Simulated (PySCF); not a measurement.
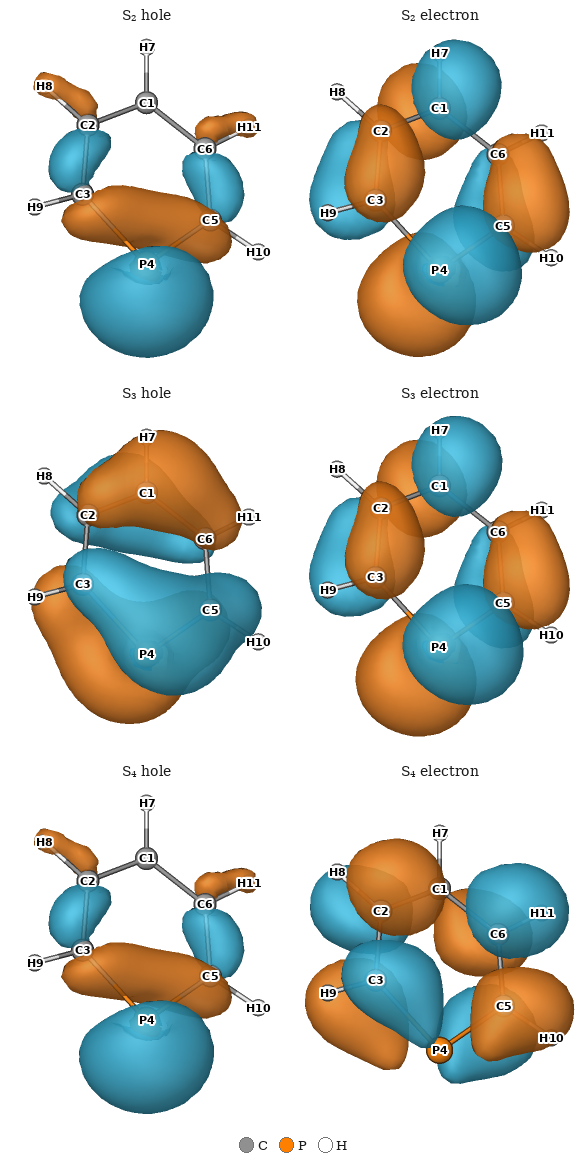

Figure 1: C5H5P, SMILES `c1ccpcc1`. Leading natural transition orbitals (full linear response singlet states).

Computed with PySCF, PBE0/def2-SVP, geometry: GFN2-xTB. No frequency check shows the geometry to be a minimum. GFN2-xTB bond lengths at metals and heavier atoms can be off by up to 0.1 Å and shapes distorted, which carries into these values. Without diffuse functions Rydberg states are missing, so the states' numbers hold for this basis only.

Input

```python
import numpy as np
from pyscf import gto, scf, dft, tdscf
from pyscf.scf import atom_ks, atom_hf
from scipy.linalg import block_diag

def solve(mol, dm0=None, hcore=None):
    mf = (dft.UKS if mol.spin else dft.RKS)(mol, xc='pbe0')
    mf.grids.level = 3
    mf = mf.density_fit(auxbasis='def2-universal-jkfit')
    mf.conv_tol, mf.max_cycle = 1e-8, 80
    if hcore is not None:
        mf.get_hcore = lambda *args: hcore
    mf.kernel(dm0)
    if not mf.converged:
        mf = mf.newton().run(mf.mo_coeff, mf.mo_occ, max_cycle=30)
    assert mf.converged, 'SCF not converged'
    return mf

mol = gto.M(atom='''
C     -1.67761    -0.00003     0.00000
C     -1.01068    -1.21520     0.00000
C      0.36359    -1.32747     0.00000
P      1.47972     0.00004     0.00000
C      0.36350     1.32750     0.00000
C     -1.01076     1.21514     0.00000
H     -2.75829    -0.00006     0.00000
H     -1.60094    -2.12338     0.00000
H      0.79825    -2.31990     0.00000
H      0.79809     2.31996     0.00000
H     -1.60108     2.12328     0.00000
''', basis='def2-svp', charge=0, spin=0, verbose=4)
mf = solve(mol)
td = mf.TDDFT()
td.nstates, td.singlet, td.conv_tol = 5, True, 1e-5
td.kernel()
td.analyze()
x, y = np.array([p[0] for p in td.xy]), np.array([p[1] + 0 * p[0] for p in td.xy])
f, mu = td.oscillator_strength(), td.transition_dipole()
nto = [td.get_nto(state=i + 1, verbose=4) for i in range(len(td.e))]
# spherically averaged free atoms, for the promolecule
atm = atom_ks.get_atm_nrks(mol, xc='pbe0')
pro = block_diag(*[(atm[a[0]][2] * atm[a[0]][3]) @ atm[a[0]][2].T for a in mol._atom])
np.savez('result.npz', e=td.e, f=f, ok=td.converged, w=[n[0] for n in nto], nto=[n[1] for n in nto], x=x, y=y, c=mf.mo_coeff, occ=mf.mo_occ, eps=mf.mo_energy, pro=pro, mu=mu)
```

Run with:

```sh
OMP_NUM_THREADS=1 python input.py
```

The run took 3.1 min on 1 thread of Intel(R) Xeon(R) 6975P-C (Granite Rapids) (shared host), peak memory 0.72 GiB.

> Give the energy and character of each state.

By state:
- S₂: 5.03 eV (246 nm), f = 0.021, n → π*; the leading pair carries 100 %; hole on P4 (66 %) and C3 and C5 (10 % each), electron on P4 (40 %), C1 (17 %) and C3 and C5 (12 % each); their centroids lie 1.0 Å apart; S₁ lies within 0.1 eV of it.
- S₃: 5.37 eV (231 nm), f = 0.120 (bright), π → π*; the leading pair carries 88 %; hole on P4 (35 %), C1 (19 %) and C3 and C5 (12 % each), electron on P4 (38 %), C1 (16 %) and C3 and C5 (12 % each); their centroids lie 0.2 Å apart.
- S₄: 5.54 eV (224 nm), f = 0.000 (dark), n → π*; the leading pair carries 99 %; hole on P4 (67 %) and C3 and C5 (10 % each), electron on C2 and C6 (20 % each), C3 and C5 (18 % each) and P4 (9 %); their centroids lie 1.6 Å apart.
